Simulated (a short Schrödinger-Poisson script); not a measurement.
System: symmetric double-gate stack, SiO2 on p-type Si(110), at 400 K.

```tsv
layer	material	thickness (nm)	Na (cm⁻³)
1	SiO2	3.7	-
2	Si	10	6e16
3	SiO2	3.7	-
```

The device is made up for the run: typed textbook-type constants, with dimensions and the other settings drawn at random. SiO2: permittivity 3.9, conduction-band edge (eV) 3.15, gap (eV) 9, electron mass (mₑ) 0.5. Si: permittivity 11.7, conduction-band edge (eV) 0, gap (eV) 1.124, Nv at 300 K (cm⁻³) 3.1e19.

Channel valleys (confinement mass, in-plane density-of-states mass, number): Δ4 0.315, 0.324, 4; Δ2 0.19, 0.417, 2. At the gates, both at one voltage, the conduction-band edge of layer 1 lies 3.67 eV − eVg above the Fermi level of the channel. Gaps are held at their typed values at every temperature. Mesh 0.03 nm at interfaces.

Solved with a short Schrödinger-Poisson script written for these runs: 1D Poisson equation in equilibrium, electrons quantum, Hartree (BenDaniel-Duke, 12 states a valley, the channel's in-plane mass for all, wave functions ending at the dielectric), parabolic valleys, classical holes, full ionisation, no traps, pinning or gate leakage.

Only gate voltages with over 1e8 electrons/cm² are shown.

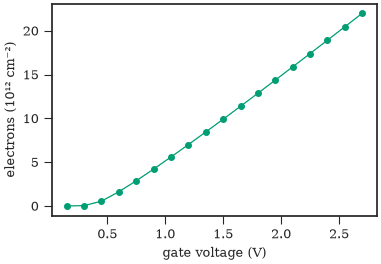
Figure. Sheet density against gate voltage

```
Vg (V)  electrons (cm⁻²)  C (μF/cm²)  Δ4 E0 (meV)  Δ4 E1 (meV)  Δ2 E0 (meV)  Δ2 E1 (meV)
------  ----------------  ----------  -----------  -----------  -----------  -----------
0.15              4.89e8     < 0.003        388.1        423.8        396.0        455.2
0.3              3.42e10       0.145        241.8        277.2        249.6        308.7
0.45             5.47e11       0.951        146.6        179.9        154.4        211.4
0.6              1.62e12        1.27        109.9        139.3        118.0        170.8
0.75             2.87e12        1.39         90.9        116.2         99.4        148.1
0.9              4.21e12        1.45         78.4        100.0         87.5        132.4
1.05             5.59e12        1.50         69.0         87.6         79.0        120.5
1.2              7.00e12        1.53         61.6         77.4         72.6        111.0
1.35             8.44e12        1.55         55.2         68.9         67.4        103.2
1.5              9.90e12        1.57         49.7         61.5         63.2         96.7
1.65             1.14e13        1.58         44.8         55.0         59.6         91.0
1.8              1.29e13        1.60         40.3         49.1         56.5         86.1
1.95             1.44e13        1.61         36.1         43.9         53.8         81.7
2.1              1.59e13        1.62         32.2         39.1         51.4         77.8
2.25             1.74e13        1.63         28.6         34.6         49.2         74.3
2.4              1.89e13        1.63         25.1         30.5         47.3         71.1
2.55             2.05e13        1.64         21.8         26.6         45.5         68.2
2.7              2.20e13        1.65         18.7         23.0         43.8         65.5
```

Subbands count from the Fermi level. The capacitance is that of both gates.
